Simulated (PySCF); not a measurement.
# One shape, several levels: triplet BH3O

We compute a comparison of 6 runs (UB3LYP/STO-3G, NEVPT2(4,4)/STO-3G, UCCSDT/STO-3G, UCISD/STO-3G, UCCSD(T)/STO-3G, FCI/STO-3G) of triplet BH3O. The job is set up through a Python script.

Program for the calculation: PySCF 2.14.0.

8 further runs of the same task are left out: 8 set aside as unsound or not needed.

**1. The system as given**

The species is BH3O (5 atoms), meant as a triplet with charge 0. As SMILES of the parent species, `[H]B([H])O`. Geometry: relaxed at GFN2-xTB. That shape belongs to the parent species and isn't relaxed for this state.

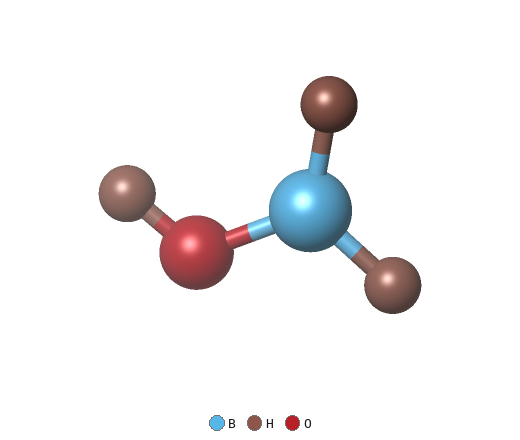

The structure, seen from a chosen angle (boron blue, hydrogen brown, oxygen red).

**2. A single-point energy at UB3LYP/STO-3G (run 1)**

File geometry.xyz:

```xyz
5

B      0.270970     0.302480    -0.108500
H      1.403550     0.390040    -0.395610
H     -0.432910     1.251360    -0.080700
O     -0.159420    -0.918700     0.174490
H     -1.082200    -1.025180     0.410320
```

File job.py:

```python
from pyscf import gto, dft

molecule = gto.M(
    atom='geometry.xyz',
    charge=0,
    spin=2,
    max_memory=1860,
    basis='sto-3g',
    verbose=3,
)

mf = dft.UKS(molecule, xc='b3lyp')
mf.grids.level = 5
mf.conv_tol = 1e-10
mf.kernel()
if not mf.converged:
    mf = mf.newton().run(mf.mo_coeff, mf.mo_occ)

etot = mf.e_tot
print('E = %.10f Eh' % etot)
```

Command:

```sh
$ OMP_NUM_THREADS=1 python job.py
```

The program printed:

```text
WARN: HOMO 0.0179485821497385 >= LUMO -0.315648798438977

WARN: HOMO 0.107457267667294 >= LUMO -0.0487160336255481

WARN: HOMO 0.0605081272520753 >= LUMO -0.14073255885333

WARN: HOMO 0.0379621660760023 >= LUMO -0.144036035783569

WARN: HOMO 0.0405075351414873 >= LUMO -0.142966806168133

WARN: HOMO 0.0404878955796845 >= LUMO -0.14304832990001

WARN: HOMO 0.0403687377103572 >= LUMO -0.143252504743795

WARN: HOMO 0.040405303033593 >= LUMO -0.14325153115888

WARN: HOMO 0.04039438054714 >= LUMO -0.143256756560191

WARN: HOMO 0.0403946781786882 >= LUMO -0.143256041603599

WARN: HOMO 0.040394460498468 >= LUMO -0.143256029268187

WARN: HOMO 0.0403946629480273 >= LUMO -0.143255789071727

WARN: HOMO 0.0403945003388895 >= LUMO -0.143255958025169

WARN: HOMO 0.0403945842536947 >= LUMO -0.143255952532494

converged SCF energy = -100.278297887305  <S^2> = 2.001054  2S+1 = 3.0007026
E = -100.2782978873 Eh
```

It took 3.6 s on 1 thread of Arm Neoverse V2, shared host; peak memory 0.18 GiB.

**3. A single-point energy at NEVPT2(4,4)/STO-3G (run 2)**

File input.xyz:

```xyz
5
BH3O
B      0.270970     0.302480    -0.108500
H      1.403550     0.390040    -0.395610
H     -0.432910     1.251360    -0.080700
O     -0.159420    -0.918700     0.174490
H     -1.082200    -1.025180     0.410320
```

File run.py:

```python
import numpy
from pyscf import gto, scf, mp, mcscf, mrpt

molecule = gto.Mole()
molecule.atom = 'input.xyz'
molecule.max_memory = 1860
molecule.charge = 0
molecule.basis = 'sto-3g'
molecule.verbose = 4
molecule.spin = 2
molecule.build()

myscf = scf.ROHF(molecule)
myscf.conv_tol = 1e-10
myscf.kernel()
if not myscf.converged:
    myscf = myscf.newton().run(myscf.mo_coeff, myscf.mo_occ)

pt = mp.MP2(scf.addons.convert_to_uhf(myscf)).run()
noons, natorbs = mcscf.addons.make_natural_orbitals(pt)
print('natural occupations', numpy.round(noons[:40], 4))
cas = mcscf.CASSCF(myscf, 4, 4)
cas.fix_spin_(ss=2.0)
cas.natorb = True
cas.kernel(natorbs)
e_pt2 = mrpt.NEVPT(cas).kernel()
energy = cas.e_tot + e_pt2
print('E = %.10f Eh' % energy)
```

Command:

```sh
$ OMP_NUM_THREADS=1 python run.py
```

The program printed:

```text
PySCF version 2.14.0

[... 81 lines left out ...]
converged SCF energy = -99.7064469755822
[... 73 lines left out ...]
1-step CASSCF converged in  13 macro (181 JK  44 micro) steps
[... 16 lines left out ...]
CASSCF energy = -99.7372289321567
[... 28 lines left out ...]
Nevpt2 Energy = -0.040149384500896
E = -99.7773783167 Eh
```

Wall time 1 s (1 thread of Arm Neoverse V2, shared host); peak memory 0.12 GiB.

**4. The energy at UCCSDT/STO-3G (run 3)**

File mol.xyz:

```xyz
5

B      0.270970     0.302480    -0.108500
H      1.403550     0.390040    -0.395610
H     -0.432910     1.251360    -0.080700
O     -0.159420    -0.918700     0.174490
H     -1.082200    -1.025180     0.410320
```

File job.py:

```python
from pyscf import gto, cc

mol = gto.M(
    atom='mol.xyz',
    spin=2,
    max_memory=1860,
    basis='sto-3g',
    verbose=4,
)

calc0 = mol.UHF()
calc0.conv_tol = 1e-10
calc0.kernel()
if not calc0.converged:
    calc0 = calc0.newton().run(calc0.mo_coeff, calc0.mo_occ)

mycc = cc.CCSDT(calc0, frozen=2)
mycc.kernel()
etot = mycc.e_tot
print('E = %.10f Eh' % etot)
```

Command:

```sh
$ OMP_NUM_THREADS=1 python job.py
```

The program printed:

```text
PySCF version 2.14.0

[... 127 lines left out ...]
converged SCF energy = -99.7092614454857  <S^2> = 2.0078245  2S+1 = 3.0052118
[... 21 lines left out ...]
WARN: A large `blksize_v_aab` is being used, which may cause large memory consumption
[... 46 lines left out ...]
UCCSDT converged
[... 3 lines left out ...]
E = -99.8035664846 Eh
```

It took 1.6 s on 1 thread of Arm Neoverse V2, shared host; peak memory 0.12 GiB.

Runs 4 to 5 aren't shown in full; the table further down has their settings and results.

**5. A single-point energy at FCI/STO-3G (run 6)**

File job.py:

```python
from pyscf import gto, mcscf

molecule = gto.M(
    atom='''
B        0.270970       0.302480      -0.108500
H        1.403550       0.390040      -0.395610
H       -0.432910       1.251360      -0.080700
O       -0.159420      -0.918700       0.174490
H       -1.082200      -1.025180       0.410320
''',
    spin=2,
    verbose=3,
    max_memory=1860,
    basis='sto-3g',
)

calc0 = molecule.ROHF()
calc0.conv_tol = 1e-10
calc0.kernel()
if not calc0.converged:
    calc0 = calc0.newton().run(calc0.mo_coeff, calc0.mo_occ)

cas = mcscf.CASCI(calc0, calc0.mo_coeff.shape[-1] - 2, (molecule.nelec[0] - 2, molecule.nelec[1] - 2))  # full CI above the frozen core
cas.fix_spin_(ss=2.0)
cas.kernel()
e_final = cas.e_tot
print('Final energy', e_final)
```

Command:

```sh
$ OMP_NUM_THREADS=1 python job.py
```

The program printed:

```text
converged SCF energy = -99.7064469755822
CASCI E = -99.8036152326436  E(CI) = -37.2309908626598  S^2 = 2.0000000
Final energy -99.80361523264357
```

It took 5.7 s on 1 thread of Arm Neoverse V2, shared host; peak memory 0.15 GiB.

**6. The series**

```csv
run,level,integration grid,active selection,energy (Eh),dipole moment (D) of the reference,⟨S²⟩,wall time
1,UB3LYP/STO-3G,5,–,-100.278298,2.33,2.001,3.6 s
2,"NEVPT2(4,4)/STO-3G",–,mp2 natural orbitals,-99.777378,4.12,–,1 s
3,UCCSDT/STO-3G,–,–,-99.803566,4.07,2.008,1.6 s
4,UCISD/STO-3G,–,–,-99.796293,4.07,2.008,0.6 s
5,UCCSD(T)/STO-3G,–,–,-99.802788,4.07,2.008,0.72 s
6,FCI/STO-3G,–,–,-99.803615,4.12,–,5.7 s
```

**7. Results**

| quantity | value |
| --- | --- |
| run 6: total energy | -99.80362 Eh |
| run 6: dipole moment (Hartree–Fock density) | 4.12 D |
| run 6: correlation energy (2 core orbitals frozen) | -97.2 mEh |

What this shows: Against full CI in this basis: UCCSDT +0.0 mEh; UCISD +7.3 mEh; UCCSD(T) +0.8 mEh. In runs 1, 2, 3, 4, 5, 6 the basis is minimal, so the values are rough. All runs together took 13 s, the longest 5.7 s.
